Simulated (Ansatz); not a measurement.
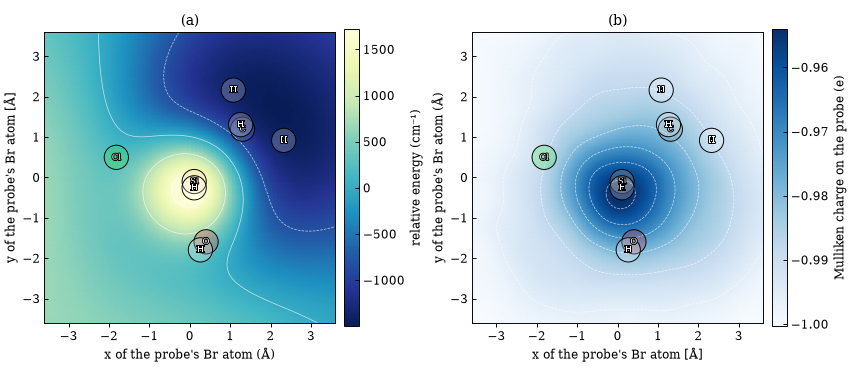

CH₅ClOSi (SMILES C[SiH](O)Cl) with the probe Br-. The probe is moved over a plane parallel to the molecule's main plane, 4.21 Å above it. First axis: x of the probe's Br atom. Second axis: y of the probe's Br atom. Nothing is relaxed (molecule and probe rigid). The grid has 13 × 13 points. Points are written as (first, second). Energies: cm⁻¹, counted from molecule and probe far apart, each relaxed in its own basis (no counterpoise correction). Computed with Ansatz, RHF/def2-SVPD.

Panel (a) is the energy; panel (b) is the computed Mulliken charge on the probe, in e.

In the figure: a smooth colour map with a few white contour lines, labelled circles for the molecule's atoms, projected on the plane. Between grid points the surface is interpolated.

How does the Mulliken charge on the probe vary over the map, and what is it at the lowest grid point?

Leaving out the highest fifth of the energies, it runs from −1.00 e at (−3.6 Å, 2.4 Å) to −0.97 e at (1.2 Å, −0.6 Å) [nearest 1 H at 2.57 Å]. At the lowest grid point, (2.4 Å, 1.8 Å) [nearest 1 H at 3.84 Å], it is −0.99 e.
